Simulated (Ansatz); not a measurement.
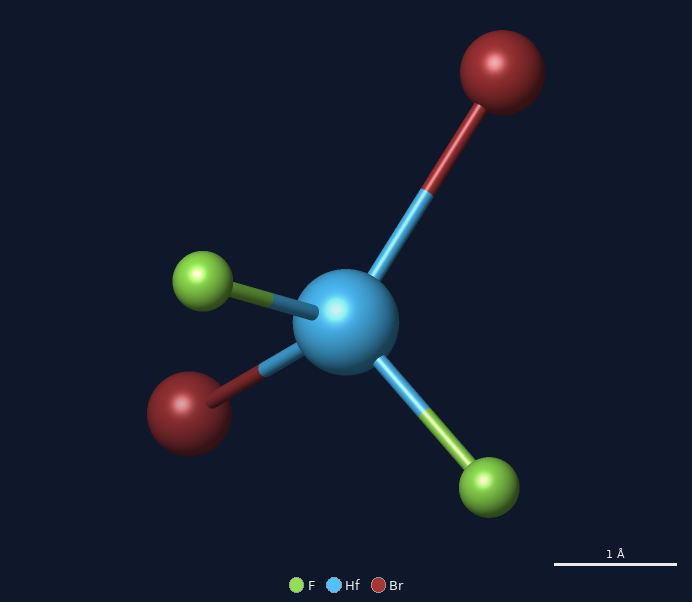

Starting geometry of the run.

Ansatz 0.2.0 input:

```yaml
crystal:
  periodic: [false, false, false]
  atoms:
    - {symbol: F, position_ang: [0.182635, -0.618093, 1.844329]}
    - {symbol: Hf, position_ang: [0.084089, -0.097204, 0.037258]}
    - {symbol: F, position_ang: [1.352738, -1.098487, -0.929437]}
    - {symbol: Br, position_ang: [-2.190997, -0.581703, -0.838561]}
    - {symbol: Br, position_ang: [0.621536, 2.321887, -0.154989]}
basis:
  gaussian: {orbitals: def2-mTZVPP}
hamiltonian: {xc: {name: B97}}
output: {forces: true}
```

It was started with:

```sh
ansatz run in.yaml --threads 4 --pin off --events-out ev --progress --plain --max-ram 10444MiB
```

Result:

```
Functional definition: B97
  name "B97"
  cite "Becke, J. Chem. Phys. 107, 8554 (1997) doi:10.1063/1.475007"
  parameter cx = 0.1943
  parameter cx0 = 0.8094
  parameter cx1 = 0.5073
  parameter cx2 = 0.7481
  parameter css0 = 0.1737
  parameter css1 = 2.3487
  parameter css2 = -2.4868
  parameter cos0 = 0.9454
  parameter cos1 = 0.7471
  parameter cos2 = -4.5961
  exchange = spin_sum(e_x_unif_s*poly(b97_u_x, cx0, cx1, cx2)) + cx*exact_x
  correlation = spin_sum(e_c_pw_same_spin*poly(b97_u_same, css0, css1, css2))
      + integral(e_c_pw_opposite_spin*poly(b97_u_opposite, cos0, cos1, cos2))
1459 factors; integrals over basis functions are off by at most 2.0e-4 eV
mean field evaluation 1: about -146830.7065 eV, gradient 5.6e1 eV
mean field evaluation 2: about -146799.3016 eV, gradient 1.6e2 eV
mean field evaluation 4: about -146835.5126 eV, gradient 4.3e0 eV
mean field evaluation 8: about -146835.5865 eV, gradient 5.9e-1 eV
mean field evaluation 16: about -146835.5871 eV, gradient 1.2e-4 eV
mean field -146835.58708148 eV, -5396.1082965087 hartree, gradient 1.6e-5 eV, S^2 0.000000; 0 other end points of the search recorded, 0 dependent functions left out
the calculation of the forces begins
reference -146835.58710480 eV, -5396.1082973658 hartree; 50, 50 occupied and 106, 106 virtual orbitals, 1459 factors
Total energy: -146835.58710480 eV, -5396.1082973658 hartree
Atom 0 at     0.182635    -0.618093     1.844329 Å, force     0.032785    -0.125695     0.399027 eV/Å
Atom 1 at     0.084089    -0.097204     0.037258 Å, force    -0.085171     0.094825    -0.052352 eV/Å
Atom 2 at     1.352738    -1.098487    -0.929437 Å, force     0.286618    -0.229912    -0.202700 eV/Å
Atom 3 at    -2.190997    -0.581703    -0.838561 Å, force    -0.307997    -0.066671    -0.118382 eV/Å
Atom 4 at     0.621536     2.321887    -0.154989 Å, force     0.073765     0.327453    -0.025593 eV/Å
Dipole moment:    -0.008246     0.009181    -0.005069 e Å
```

The run converged.
